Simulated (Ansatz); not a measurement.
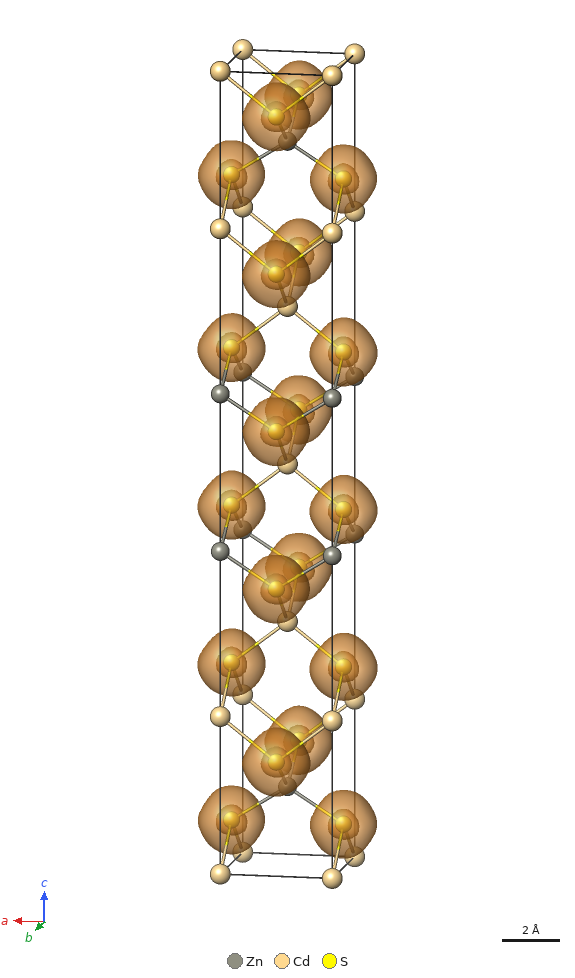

The picture shows: Zn2Cd3S5. Isosurface of the electron localisation function at 0.7 (orange), seen at an oblique angle. Only the valence region is drawn (cores and ρ < 0.01 e/Å³ removed). Sticks mark near contacts.

Space group I-4m2; a structure generated by program, which may or may not match a known phase.

Level of theory: Ansatz 0.2.0, DFT PBE, scalar-relativistic, plane waves, PAW.

In a PAW calculation such maps are meaningful between the atoms, not at the nuclei.

**What do the ELF domains correspond to?**

At this value the surface marks out ten regions wrapped around S (the valence shell of each), counted in one cell of 20 atoms. Any copies at cell faces, edges or corners count once. Along the contacts the grid gives the following. Zn–S (2.39 Å): the ELF peaks at about 0.90 in the valence shell of S, 0.8 Å from its nucleus, and is about 0.55 at the midpoint. Cd–S (2.55 Å): the ELF peaks at about 0.90 in the valence shell of S, 0.8 Å from its nucleus, and is about 0.30 at the midpoint.
